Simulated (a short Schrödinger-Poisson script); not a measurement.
Stack: symmetric double-gate stack, SiO2 on p-type GaAs, at 300 K.

| layer | material | thickness (nm) | Na (cm⁻³) |
|---|---|---|---|
| 1 | SiO2 | 1.3 | - |
| 2 | GaAs | 10 | 1e15 |
| 3 | SiO2 | 1.3 | - |

Constants are typed, rounded textbook-type inputs, not results; the design itself was drawn at random and stands for no fabricated device. SiO2: permittivity 3.9, conduction-band edge (eV) 3.17, gap (eV) 9, electron mass (mₑ) 0.5. GaAs: permittivity 12.9, conduction-band edge (eV) 0, gap (eV) 1.424, Nv at 300 K (cm⁻³) 9e18.

Channel valleys (confinement mass, in-plane density-of-states mass, number): Γ 0.067, 0.067, 1. At the gates, both at one voltage, the conduction-band edge of layer 1 lies 3.67 eV − eVg above the Fermi level of the channel. Gaps are held at their typed values at every temperature. Mesh 0.03 nm at interfaces.

Solved with a short Schrödinger-Poisson script written for these runs: 1D Poisson equation in equilibrium, electrons quantum, Hartree plus LDA exchange-correlation (BenDaniel-Duke, 12 states a valley, the channel's in-plane mass for all, wave functions ending at the dielectric), parabolic valleys, classical holes, full ionisation, no traps, pinning or gate leakage.

Only gate voltages with over 1e8 electrons/cm² are shown.

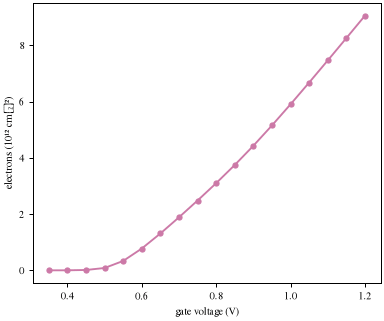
Figure. Sheet density against gate voltage

| Vg (V) | electrons (cm⁻²) | C (μF/cm²) | Γ E0 (meV) | Γ E1 (meV) |
|---|---|---|---|---|
| 0.35 | 2.60e8 | < 0.003 | 205.1 | 373.6 |
| 0.45 | 1.32e10 | 0.0837 | 103.4 | 272.1 |
| 0.55 | 3.35e11 | 1.17 | 13.8 | 181.9 |
| 0.65 | 1.31e12 | 1.80 | -41.9 | 122.6 |
| 0.75 | 2.48e12 | 1.94 | -86.3 | 73.5 |
| 0.85 | 3.75e12 | 2.13 | -126.3 | 28.7 |
| 0.95 | 5.15e12 | 2.37 | -160.3 | -10.4 |
| 1.05 | 6.68e12 | 2.50 | -189.6 | -44.6 |
| 1.15 | 8.25e12 | 2.55 | -216.9 | -76.7 |

Subbands count from the Fermi level. The capacitance is that of both gates.

Above a few 1e12 electrons/cm² a light Γ valley is non-parabolic and upper valleys begin to fill, which the model leaves out.
